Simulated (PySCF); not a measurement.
# SnTe (SMILES [Sn][Te]) at 6 levels

Aim: a comparison of 6 runs (B2PLYP/def2-TZVPPD, B3LYP/def2-TZVPPD, BHLYP/def2-TZVPPD, CAM-B3LYP/def2-TZVPPD, SVWN5/def2-TZVPPD, r2SCAN/def2-TZVPPD) of SnTe. Input form: a Python script.

Program for the calculation: PySCF 2.14.0.

2 further runs of the same task are left out: 2 set aside as unsound or not needed.

## Step 1: The molecule

SnTe: 2 atoms, total charge 0, spin state singlet. As SMILES, `[Sn][Te]`. Geometry: a GFN2-xTB relaxation, a rough one for these elements and not checked as a minimum.

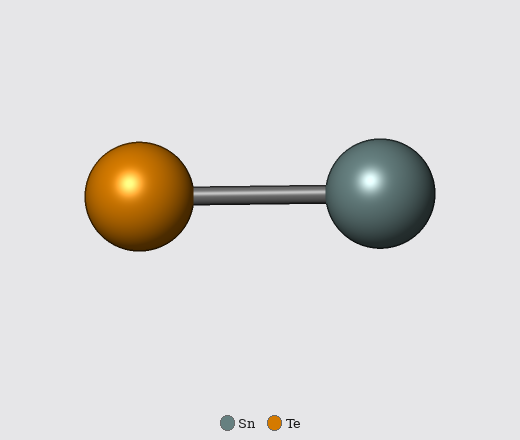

The structure, seen from a chosen angle (tin teal, tellurium orange).

## Step 2: A single-point energy at B2PLYP/def2-TZVPPD (core potential) (run 1)

File input.py:

```python
from pyscf import gto, dft, mp

molecule = gto.M(
    atom='Sn 0.000000 0.000000 0.000000; Te 0.000000 0.000000 2.536770',
    max_memory=1860,
    verbose=3,
    ecp='def2-svp',
    basis='def2-tzvppd',
)

mf = dft.RKS(molecule, xc='0.53*HF + 0.47*B88, 0.73*LYP')
mf.conv_tol = 1e-10
mf.grids.level = 5
mf.kernel()
if not mf.converged:
    mf = mf.newton().run(mf.mo_coeff, mf.mo_occ)

pt = mp.MP2(mf, frozen=8).run()
e_tot = mf.e_tot + 0.27 * pt.e_corr
print('PT2 part  %.8f' % (0.27 * pt.e_corr))
print('Final energy', e_tot)
```

Started as:

```bash
$ OMP_NUM_THREADS=1 python input.py
```

The program printed:

```text
converged SCF energy = -481.763201489217
E(RMP2) = -482.668227045136  E_corr = -0.905025555919392
E(SCS-RMP2) = -482.566632689259  E_corr = -0.803431200042247
PT2 part  -0.24435690
Final energy -482.00755838931497
```

Run time: 18 s. Hardware: 1 thread of Arm Neoverse V1, shared host; peak memory 0.58 GiB.

## Step 3: A single-point energy at B3LYP/def2-TZVPPD (core potential) (run 2)

File calc.py:

```python
from pyscf import gto, dft

mol = gto.M(
    atom='''
Sn     0.000000     0.000000     0.000000
Te     0.000000     0.000000     4.793801
''',
    charge=0,
    verbose=3,
    unit='bohr',
    max_memory=1860,
    basis='def2-tzvppd',
    ecp='def2-svp',
)

mf = dft.RKS(mol)
mf.xc = 'b3lyp'
mf.grids.level = 5
mf.conv_tol = 1e-10
mf.kernel()
if not mf.converged:
    mf = mf.newton().run(mf.mo_coeff, mf.mo_occ)

energy = mf.e_tot
print('E(%s) = %.9f' % ('B3LYP', energy))
```

Started as:

```bash
$ OMP_NUM_THREADS=1 python calc.py
```

The program printed:

```text
converged SCF energy = -482.549996496618
E(B3LYP) = -482.549996497
```

It took 21 s on 1 thread of Arm Neoverse V1, shared host; peak memory 0.58 GiB.

Runs 3 to 5 aren't shown in full; the table further down has their settings and results.

## Step 4: A single-point energy at r2SCAN/def2-TZVPPD (core potential) (run 6)

File job.py:

```python
from pyscf import gto, dft

mol = gto.M(
    atom='''
Sn     0.000000     0.000000     0.000000
Te     0.000000     0.000000     4.793801
''',
    ecp={'Sn': 'def2-svp', 'Te': 'def2-svp'},
    basis='def2-tzvppd',
    spin=0,
    max_memory=1860,
    unit='bohr',
    verbose=3,
)

mf = dft.RKS(mol, xc='r2scan')
mf.conv_tol = 1e-10
mf.grids.level = 5
mf.kernel()
if not mf.converged:
    mf = mf.newton().run(mf.mo_coeff, mf.mo_occ)

e_final = mf.e_tot
print('Final energy', e_final)
```

Started as:

```bash
$ OMP_NUM_THREADS=1 python job.py
```

The program printed:

```text
converged SCF energy = -482.569845508716
Final energy -482.5698455087163
```

Run time: 34 s. Hardware: 1 thread of Arm Neoverse V1, shared host; peak memory 0.66 GiB.

## Step 5: The series

```
run                                   level  frozen core orbitals  energy (Eh)  dipole moment (D)  HOMO energy (eV)  LUMO energy (eV)  wall time
  1     B2PLYP/def2-TZVPPD (core potential)                     8  -482.007558               2.89             -7.24             -1.77       18 s
  2      B3LYP/def2-TZVPPD (core potential)                     –  -482.549996               2.49             -6.45             -2.86       21 s
  3      BHLYP/def2-TZVPPD (core potential)                     –  -482.256845               2.87             -7.32             -2.01       17 s
  4  CAM-B3LYP/def2-TZVPPD (core potential)                     –  -482.358232               2.80             -7.69             -1.83       45 s
  5      SVWN5/def2-TZVPPD (core potential)                     –  -481.685451               2.18             -6.00             -3.50      9.9 s
  6     r2SCAN/def2-TZVPPD (core potential)                     –  -482.569846               2.35             -6.04             -3.24       34 s
```

## Step 6: Results

| quantity | value |
| --- | --- |
| run 6: total energy | -482.56985 Eh |
| run 6: dipole moment | 2.35 D |
| run 6: HOMO energy | -6.04 eV |
| run 6: LUMO energy | -3.24 eV |
| run 6: HOMO–LUMO gap | 2.80 eV |

What this shows: The dipole moment (its size) runs from 2.18 D (SVWN5/def2-TZVPPD) to 2.89 D (B2PLYP/def2-TZVPPD). A double hybrid's value is that of its SCF part. The HOMO–LUMO gap runs from 2.50 eV (SVWN5/def2-TZVPPD) to 5.87 eV (CAM-B3LYP/def2-TZVPPD). Totals of different functionals can't be ranked against each other. All runs together took 2.4 min, the longest 45 s.
